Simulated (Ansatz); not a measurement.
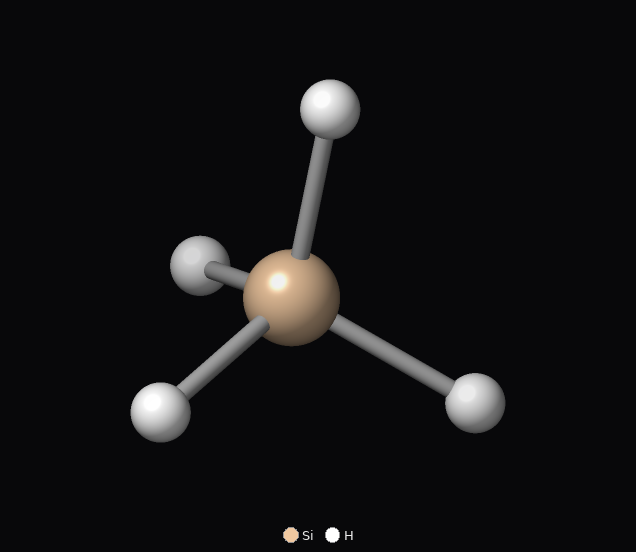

The picture shows a molecular structure as a ball-and-stick model.

The computed structure is the end point of a PBE0-D4/def2-TZVP optimisation.

Give the formula.

Answer. SiH₄, 5 atoms: 1 silicon and 4 hydrogen.

How many atoms are distinct by symmetry?

Answer. 2: 1 Si, 4 H.

The parts below concern this one geometry. Atoms keep their numbers from picture to picture.

**Vibrations**

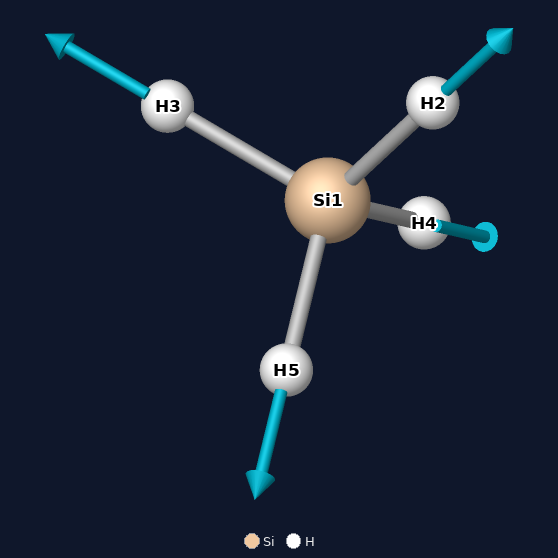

The arrows show one normal mode. Harmonic vibrations computed with RKS PBE0-D4/def2-TZVP (Ansatz 0.2.0) at a stationary point of the same level.

Describe the motion.

Answer. Mostly in-phase stretching of 4 Si–H bonds.

At what wavenumber does it lie?

Answer. 2235 cm⁻¹; it is mode 6 of 9 counted from the lowest.

**Charges**

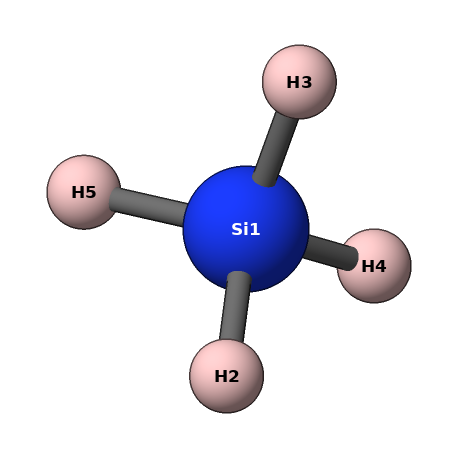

The questions are on Mulliken charges. Properties computed with RKS PBE0-D4/def2-TZVP (Ansatz 0.2.0).

Give the Mulliken charges atom by atom.

```tsv
atom	value (e)
Si1	0.07
H2	−0.02
H3	−0.02
H4	−0.02
H5	−0.02
```

**Electronic properties**

Method: RKS PBE0-D4/def2-TZVPP (Ansatz 0.2.0).

What is the HOMO energy (Kohn–Sham orbital)?

Answer. −9.86 eV.

Give the LUMO energy (Kohn–Sham orbital) at this level.

Answer. 1.06 eV.

Mulliken values depend strongly on the basis set and can even reverse the polarity of a bond.
